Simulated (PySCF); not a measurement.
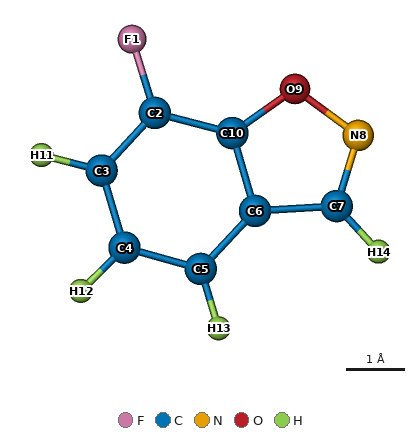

Fig. 1: The structure as given in the input (ball-and-stick view, seen on its broad side; atoms are numbered from 1 in the order of the input).

# Run report: C7H4FNO, excited-state calculation

C7H4FNO, SMILES Fc1cccc2cnoc12, computed with TDA X3LYP/6-31G, vertical, gas phase, core orbitals frozen in the response (PySCF 2.14.0).

The geometry comes from this level: GFN2-xTB. It belongs to a series of runs on one base structure; here: X3LYP/6-31G; 6 states, TDA; level_shift 0.1; guess vsap.

## The input
```
{"job": {"kind": "uv", "xc": "X3LYP", "basis": "6-31G", "nstates": 6, "ntriplets": 0, "tda": true, "scf": {"level_shift": 0.1, "guess": "vsap"}}, "charge": 0, "multiplicity": 1}
F     -0.779532     2.794080     0.207739
C     -0.645779     1.461875     0.107000
C     -1.757581     0.652354     0.040501
C     -1.632906    -0.736520    -0.063955
C     -0.401764    -1.348318    -0.104548
C      0.729435    -0.535344    -0.038990
C      2.145383    -0.718001    -0.048067
N      2.758509     0.417522     0.040616
O      1.837223     1.415386     0.113396
C      0.611349     0.865995     0.067547
H     -2.732558     1.111926     0.070158
H     -2.531173    -1.332084    -0.112557
H     -0.303773    -2.418981    -0.184825
H      2.702489    -1.630361    -0.116182
```

The first line tells a small driver script what to run in PySCF; the rest is the geometry in Å.

Run on 1 CPU thread, shared host.

Command:
```bash
OMP_NUM_THREADS=1 python <driver script> task.json out
```

## What the program printed
```
final grid: 133752 points
cycle   1  E = -497.9945922248  dE = -3.203e-01  |g| = 1.484e+00  |ddm| = 4.639e+00
cycle   2  E = -497.8050631685  dE =  1.895e-01  |g| = 1.864e+00  |ddm| = 4.619e+00
cycle   3  E = -498.5271056610  dE = -7.220e-01  |g| = 3.356e-01  |ddm| = 2.358e+00
cycle   4  E = -498.5556132330  dE = -2.851e-02  |g| = 6.169e-02  |ddm| = 4.646e-01
cycle   5  E = -498.5562331635  dE = -6.199e-04  |g| = 3.596e-02  |ddm| = 1.030e-01
cycle   6  E = -498.5565713375  dE = -3.382e-04  |g| = 6.617e-03  |ddm| = 4.021e-02
cycle   7  E = -498.5565819825  dE = -1.064e-05  |g| = 3.902e-03  |ddm| = 1.160e-02
cycle   8  E = -498.5565858323  dE = -3.850e-06  |g| = 1.052e-03  |ddm| = 5.056e-03
cycle   9  E = -498.5565862436  dE = -4.113e-07  |g| = 4.396e-04  |ddm| = 1.807e-03
cycle  10  E = -498.5565863345  dE = -9.094e-08  |g| = 1.044e-04  |ddm| = 8.941e-04
cycle  11  E = -498.5565863434  dE = -8.882e-09  |g| = 7.192e-05  |ddm| = 2.875e-04
cycle  12  E = -498.5565863457  dE = -2.316e-09  |g| = 2.603e-05  |ddm| = 1.385e-04
cycle  13  E = -498.5565863461  dE = -4.063e-10  |g| = 1.033e-05  |ddm| = 6.205e-05
level shift removed, Fock matrix diagonalised once more
converged SCF energy = -498.5565863461

Static polarisability (au): isotropic 70.004, principal 25.678 83.430 100.905

Singlet excitations
state   eV       nm        f      main configurations
  1   5.1788    239.4   0.04241   H->L 0.53, H-1->L 0.21, H->L+1 0.13
  2   5.7928    214.0   0.09559   H-1->L 0.37, H->L 0.31, H->L+1 0.23
  3   5.8974    210.2   0.01087   H-2->L 0.98
  4   6.9006    179.7   0.27875   H-3->L 0.34, H->L+1 0.22, H-1->L+2 0.17
  5   6.9775    177.7   0.09155   H->L+2 0.39, H-1->L+1 0.31, H-3->L 0.15
  6   7.1714    172.9   0.00044   H-2->L+1 0.98
```

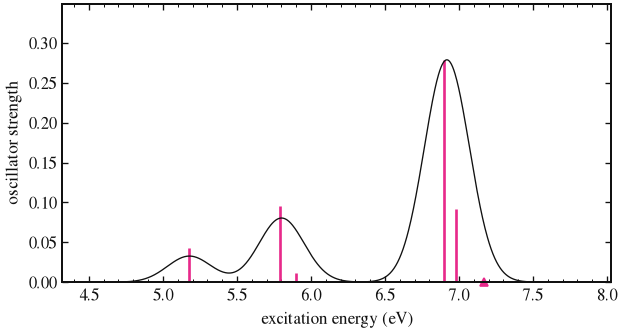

Fig. 2: Computed excitations as sticks (degenerate states added up, dark ones marked on the axis), with a Gaussian envelope of 0.35 eV full width at half maximum, scaled to the tallest. Of the 6 states the lowest lies at 5.18 eV (f = 0.042); the strongest line is at 6.90 eV, or 180 nm (f = 0.279).

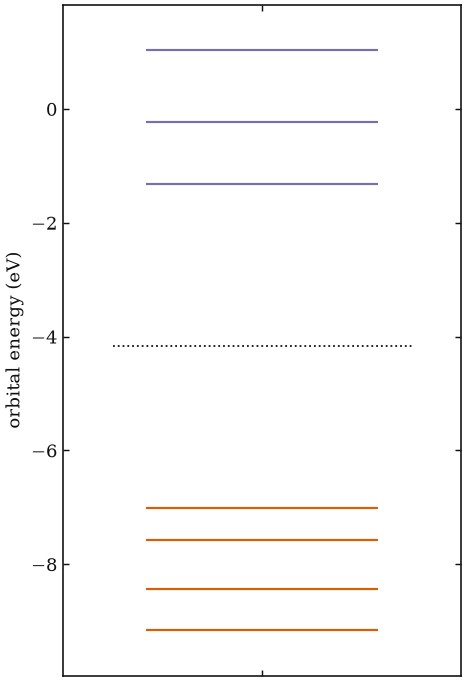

Fig. 3: Orbital energies near the frontier; the dotted line parts filled from empty levels, and levels within 0.02 eV of each other stand side by side. Highest filled −7.00 eV, lowest empty −1.33 eV, 5.67 eV apart.

## Summary

```csv
quantity,value
outcome,converged
total energy,−498.556586 hartree
HOMO,−7.00 eV
LUMO,−1.33 eV
dipole moment,4.57 D
mean polarisability,70.00 a.u.
lowest excitation,5.18 eV
wall time,20 s
peak memory,0.57 GiB
```

Settings chosen away from the usual ones: X3LYP/6-31G; 6 states, TDA; level_shift 0.1; guess vsap.
